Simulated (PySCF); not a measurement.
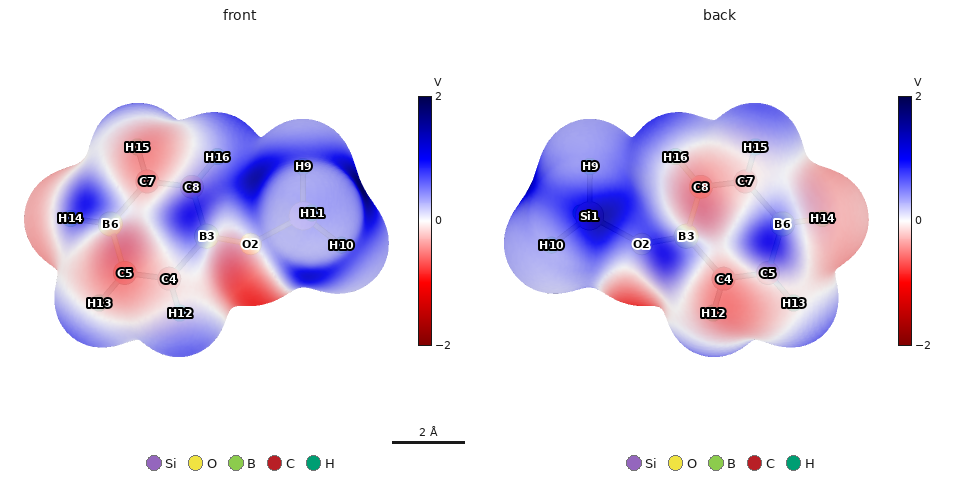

C4H8B2OSi (SMILES [SiH3]OB1C=CBC=C1). The electrostatic potential painted on the density surface at 0.002 e/bohr³, seen from the front and from behind; the colour scale runs from red (negative) to blue (positive).

Geometry: PBE0-D3(BJ)/def2-SVP.

The calculation used PySCF, PBE0/pcSseg-1, SCF density, gas phase, non-relativistic.

Input file:

```
{"job": {"kind": "nmr", "xc": "PBE0", "basis": "pcSseg-1"}, "charge": 0, "multiplicity": 1}
Si     3.093210    -0.234402    -0.077488
O      1.525455    -0.817874    -0.057247
B      0.243604    -0.373891    -0.011051
C     -0.907768    -1.445551    -0.037879
C     -2.202284    -1.056146    -0.004716
B     -2.559582     0.463182     0.070173
C     -1.417211     1.535456     0.096882
C     -0.119159     1.157780     0.061969
H      3.122494     1.258033    -0.085894
H      3.753380    -0.758166    -1.304559
H      3.785204    -0.746842     1.136873
H     -0.648543    -2.512284    -0.088054
H     -2.994766    -1.815741    -0.027589
H     -3.718400     0.815826     0.110486
H     -1.661978     2.604752     0.146962
H      0.668382     1.924460     0.083710
```

Command:

```sh
OMP_NUM_THREADS=1 python probes_run.py task.json out
```

### Where is the surface potential most negative and most positive?

The most negative region (about −0.8 V, or −18 kcal/mol for a unit charge) lies over O2, the most positive (about +1.7 V, or +39 kcal/mol for a unit charge) over Si1.
